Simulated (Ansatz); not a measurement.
System: H6OSi2.

```xyz
9

Si    0.0230    0.0149   -0.0912
O    -0.1888   -0.3120    1.5364
Si   -1.3680   -0.4681    2.7134
H    -2.3653   -1.5291    2.3253
H    -0.6926   -0.8596    3.9949
H    -2.0978    0.8355    2.9057
H     1.4909   -0.0621   -0.3914
H    -0.4878    1.3923   -0.4249
H    -0.7151   -0.9926   -0.9339
```

Level of theory: Ansatz, RKS PBE-D4/def2-SVP.

### What can the converged electron density and electron localisation function tell about the bonding?

Si–O (1.67 Å): the density is about 1 e/Å³ at the midpoint; the ELF peaks at about 0.85 between the atoms, as expected for a shared but strongly polarised pair.
Si–H (1.50 Å): ρ at the midpoint is about 0.77 e/Å³; the ELF climbs to about 1 towards the hydrogen, as it does in any bond to H.

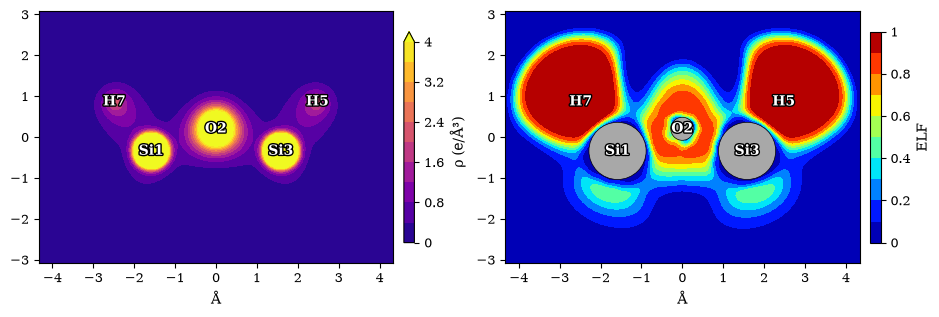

Computed electron density and electron localisation function on the plane of atoms Si1, O2 and Si3, in this order. Grey discs cover the atomic cores in the ELF map. 
